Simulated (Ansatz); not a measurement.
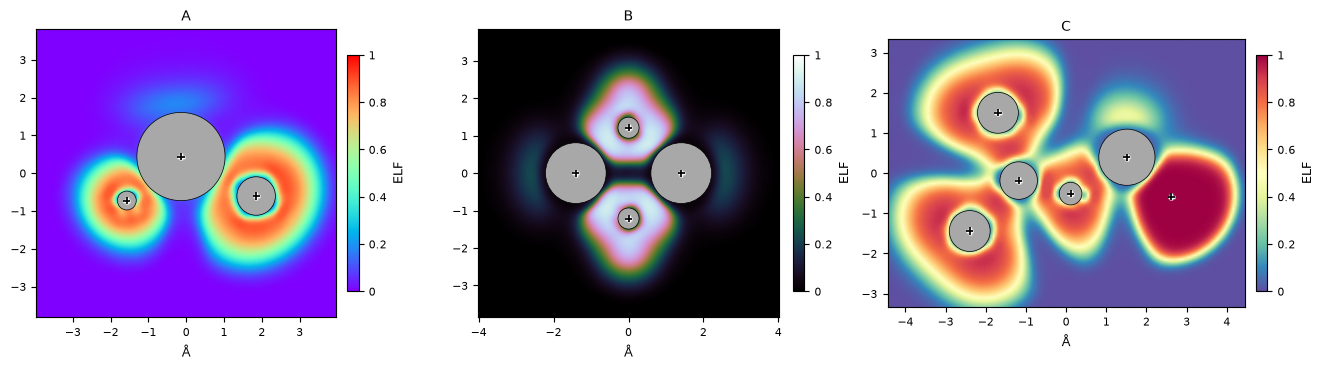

The ELF of 3 systems, each on a plane through atoms (crosses mark nuclei in the plane; grey discs cover the cores).

All numbers below come from RKS PBE0-D4/def2-TZVPP in Ansatz.

System 1: ClFOSW, the plane of atoms F3, W2 and Cl5. Geometry: PBE0-D4/def2-TZVP; core potentials replace the inner electrons of W.

```xyz
5

O    -0.3512   -0.5125    1.6228
W     0.0705   -0.0646    0.0513
F     1.7778   -0.6632   -0.3157
S    -1.3025   -0.9975   -1.2664
Cl   -0.1446    2.1641   -0.1333
```

System 2: BCl₂H₃OSi (SMILES [SiH3]OB(Cl)Cl), the plane of atoms Cl4, B3 and Cl5. Geometry: PBE0-D4/def2-TZVP.

```csv
atom,x (Å),y (Å),z (Å)
Si,-0.1327,-0.3523,1.2037
O,0.6232,0.3865,-0.0870
B,0.3270,0.4784,-1.3826
Cl,-1.1257,-0.2751,-2.0424
Cl,1.3859,1.3578,-2.4633
H,-1.4809,0.2337,1.3857
H,0.7216,-0.0772,2.3787
H,-0.2260,-1.8089,0.9513
```

System 3: Al₂H₆O₂ (SMILES [OH+]1[AlH2-][OH+][AlH2-]1), the plane of atoms O1, Al4 and O3. Geometry: PBE0-D4/def2-TZVP.

| atom | x (Å) | y (Å) | z (Å) |
| --- | --- | --- | --- |
| O | -1.0537 | 0.5278 | -0.2836 |
| Al | -0.6215 | -0.6637 | 1.0739 |
| O | 1.0536 | -0.5280 | 0.2834 |
| Al | 0.6215 | 0.6638 | -1.0738 |
| H | -1.8617 | 0.4604 | -0.7928 |
| H | -1.3483 | -2.0457 | 0.7994 |
| H | -0.5687 | -0.0014 | 2.5134 |
| H | 1.8617 | -0.4611 | 0.7924 |
| H | 1.3480 | 2.0458 | -0.7987 |
| H | 0.5690 | 0.0020 | -2.5135 |

> Which map belongs to which system?

Panel A is system 1, ClFOSW: the plane holds W, F and Cl. W–F (1.85 Å): the ELF peaks at about 0.85 in the valence shell of F, 0.5 Å from its nucleus, and drops to about 0.25 between the two atoms. Panel B is system 3, Al₂H₆O₂: the plane holds O and Al. Al–O (1.86 Å): the ELF peaks at about 0.90 in the valence shell of O, 0.7 Å from its nucleus, and is about 0.55 at the midpoint. Panel C is system 2, BCl₂H₃OSi: the plane holds Si, O, B, Cl and H. B–O (1.33 Å): the ELF peaks at about 0.85 between the atoms (a polar covalent bond).
